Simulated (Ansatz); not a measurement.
# Calculations on C3H8FNO

**1. Relaxation**

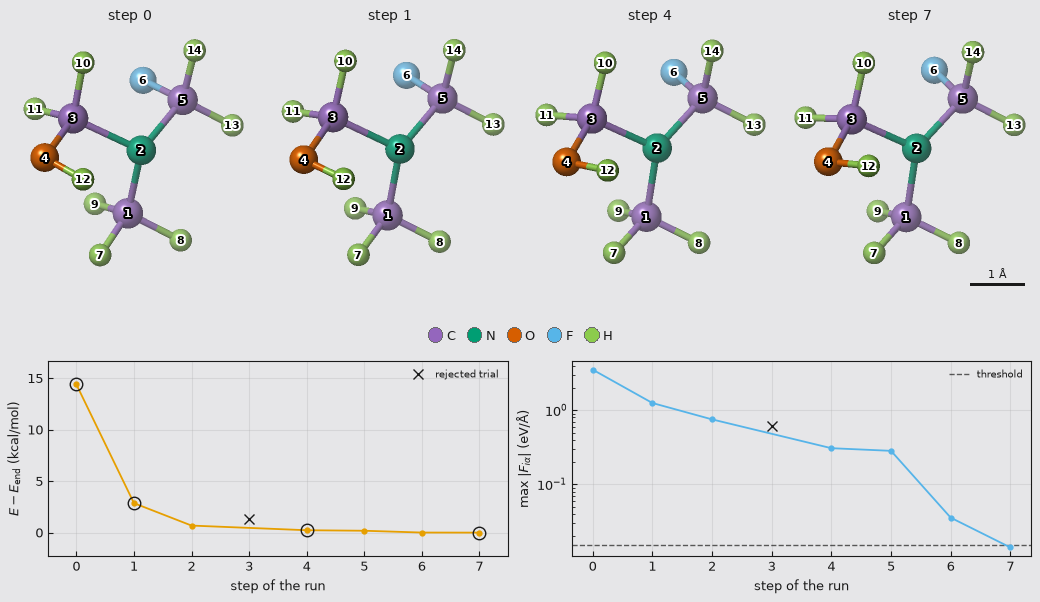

Frames of a relaxation of C$_{3}$H$_{8}$FNO, marked on the history of the run. A ball-and-stick model, seen from a free direction.

The run prepares an end point of a later path (torsion) calculation, from a guessed geometry.

Level of theory: RKS B3LYP/def2-SVP in Ansatz 0.2.0.

The input:
```yaml
crystal:
  periodic: [false, false, false]
  atoms:
    - { symbol: C, position_ang: [-0.8211, 0.6642, -0.8049] }
    - { symbol: "N", position_ang: [0.2924, -0.0387, -0.3339] }
    - { symbol: C, position_ang: [-0.1548, -1.1295, 0.5113] }
    - { symbol: O, position_ang: [-0.6586, -2.1163, -0.2733] }
    - { symbol: C, position_ang: [1.1631, 0.8542, 0.4094] }
    - { symbol: F, position_ang: [0.4953, 1.3425, 1.5138] }
    - { symbol: H, position_ang: [-1.4879, 0.0727, -1.4262] }
    - { symbol: H, position_ang: [-0.5146, 1.5533, -1.4693] }
    - { symbol: H, position_ang: [-1.4701, 1.1403, 0.0408] }
    - { symbol: H, position_ang: [0.744, -1.6027, 1.0291] }
    - { symbol: H, position_ang: [-0.8303, -0.826, 1.3344] }
    - { symbol: H, position_ang: [-0.2424, -2.0492, -1.1002] }
    - { symbol: H, position_ang: [1.4319, 1.7452, -0.1908] }
    - { symbol: H, position_ang: [2.0402, 0.3607, 0.7886] }
basis:
  gaussian: { orbitals: def2-SVP }
hamiltonian:
  xc: b3lyp
relax:
  f_tol: 0.015
  max_steps: 40
```

Command:
```bash
ansatz run input.yaml --threads 2 --pin off --max-ram 3072MiB --backend cpu --events-out ev --progress --plain --runs-dir out
```

> What happens along the run?

H12 moves most after the best rigid fit: 0.37 Å. By element the largest moves are H 0.37 Å, F 0.30 Å, N 0.21 Å, C 0.17 Å, O 0.13 Å. Among the contacts that change: C1–N2 1.398 → 1.459 Å, C1–H9 1.168 → 1.107 Å, C1–H8 1.151 → 1.101 Å, N2–C5 1.452 → 1.407 Å. Bond angles that change, for instance: O4–C3–H11 113.7° → 105.5°, O4–C3–H10 104.7° → 112.5°, C1–N2–C5 109.9° → 116.2°. Groups turn about C3–O4 by about 25°. The energy falls by 14.4 kcal/mol in 6 accepted moves (7 points after the start). The largest force component goes from 3.5 to 0.014 eV/Å. The line search rejected the trial step at point 3 of the run. From step 0 to 1: F6 moves most (0.13 Å), energy −11.5 kcal/mol. From step 1 to 4: H12 moves most (0.23 Å), energy −2.63 kcal/mol. From step 4 to 7: H12 moves most (0.09 Å), energy −0.23 kcal/mol.

| step | E − E(0), kcal/mol | largest force component, eV/Å | note |
| --- | --- | --- | --- |
| 0 | 0.00 | 3.5309 |  |
| 1 | -11.53 | 1.2525 |  |
| 2 | -13.71 | 0.7525 |  |
| 3 | -13.12 | 0.6104 | rejected |
| 4 | -14.16 | 0.3074 |  |
| 5 | -14.21 | 0.2831 |  |
| 6 | -14.39 | 0.0355 |  |
| 7 | -14.40 | 0.0141 |  |

**2. Relaxation**

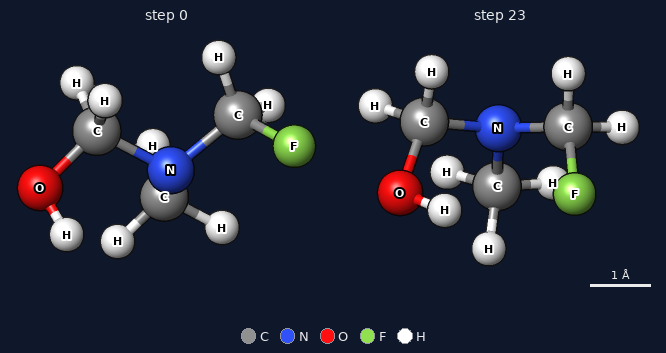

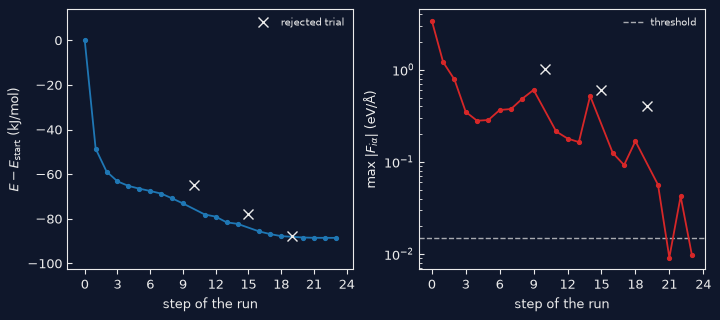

First and last geometry of a relaxation of C₃H₈FNO, with the history of the run. Style: ball-and-stick. Shown from a free direction.

The run prepares an end point of a later path (torsion) calculation, from a guessed geometry.

All numbers below come from Ansatz, RKS B3LYP/def2-SVP.

The input:
```yaml
crystal:
  periodic: [false, false, false]
  atoms:
    - { symbol: C, position_ang: [-0.8211, 0.6642, -0.8049] }
    - { symbol: "N", position_ang: [0.2924, -0.0387, -0.3339] }
    - { symbol: C, position_ang: [-0.1548, -1.1295, 0.5113] }
    - { symbol: O, position_ang: [-0.6586, -2.1163, -0.2733] }
    - { symbol: C, position_ang: [1.1631, 0.8542, 0.4094] }
    - { symbol: F, position_ang: [2.38891, 0.93814, -0.21863] }
    - { symbol: H, position_ang: [-1.4879, 0.0727, -1.4262] }
    - { symbol: H, position_ang: [-0.5146, 1.5533, -1.4693] }
    - { symbol: H, position_ang: [-1.4701, 1.1403, 0.0408] }
    - { symbol: H, position_ang: [0.744, -1.6027, 1.0291] }
    - { symbol: H, position_ang: [-0.8303, -0.826, 1.3344] }
    - { symbol: H, position_ang: [-0.2424, -2.0492, -1.1002] }
    - { symbol: H, position_ang: [1.37634, 0.45753, 1.42111] }
    - { symbol: H, position_ang: [0.78573, 1.86018, 0.45681] }
basis:
  gaussian: { orbitals: def2-SVP }
hamiltonian:
  xc: b3lyp
relax:
  f_tol: 0.015
  max_steps: 40
```

Launched with:
```bash
ansatz run input.yaml --threads 2 --pin off --max-ram 3072MiB --backend cpu --events-out ev --progress --plain --runs-dir out
```

### Read the history and describe the run.

It converged. The atom that moves furthest after the best rigid fit is F6 (1.20 Å). By element the largest moves are F 1.20 Å, H 1.03 Å, N 0.87 Å, O 0.53 Å, C 0.33 Å. Among the contacts that change: C1–H9 1.168 → 1.101 Å, C1–N2 1.398 → 1.460 Å, C1–H8 1.151 → 1.101 Å, C3–O4 1.358 → 1.408 Å. Among the angles between lasting bonds that change: O4–C3–H11 113.7° → 106.1°, O4–C3–H10 104.7° → 111.8°, C1–N2–C5 109.9° → 116.4°. Groups turn about C3–O4 by about 25°. Over 20 accepted moves (23 points after the start) the energy falls by 88.5 kJ/mol. Largest force component: 3.4 eV/Å at the start, 0.0097 eV/Å at the end. The line search rejected the trial steps at points 10, 15, 19 of the run. The forces were under the threshold at step 21, but the run went on from there. The run took 92 s on 2 threads of Arm Neoverse V2, on a shared host, peak memory 0.3 GiB.

**3. Path**

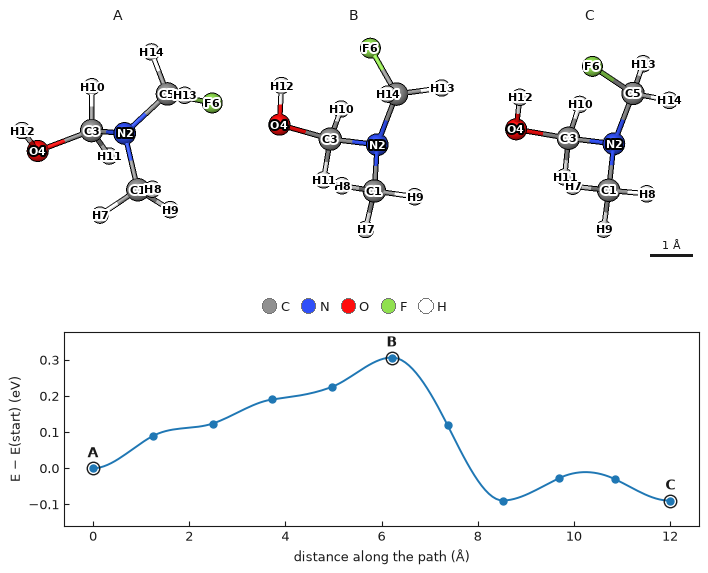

A nudged-elastic-band calculation for C3H8FNO. Images are numbered from 0 (start) to 10 (end). Frames A to C are images 0, 5, 10. Style: ball-and-stick. Shown from a free direction.

Level of theory: RKS B3LYP/def2-SVP (Ansatz 0.2.0). Run with 9 movable images; climbing image; force threshold 0.03 eV/Å; iteration limit 38; starting path by image-dependent pair potential.

### Read off the barrier and say what moves.

The path has more than one stage, and so few images may leave a stage unresolved. No bond forms or breaks between the ends. Among the angles between lasting bonds that change up to the highest image: N2–C3–H11 112.5° → 107.1°, C1–N2–C5 116.2° → 112.3°. Forward barrier 0.31 eV, backward barrier 0.40 eV, with image 5 at the top; the reaction energy is −0.09 eV. The profile has 2 maxima (images 5, 8) with a dip at image 7 (−0.09 eV), so the process runs in steps. The band converged in 33 iterations. The largest component of the band force went from 3.3 to 0.024 eV/Å. The climbing image converged on the top of the path. Its vibrational analysis gives one imaginary mode (137i cm⁻¹), as a transition state must have.
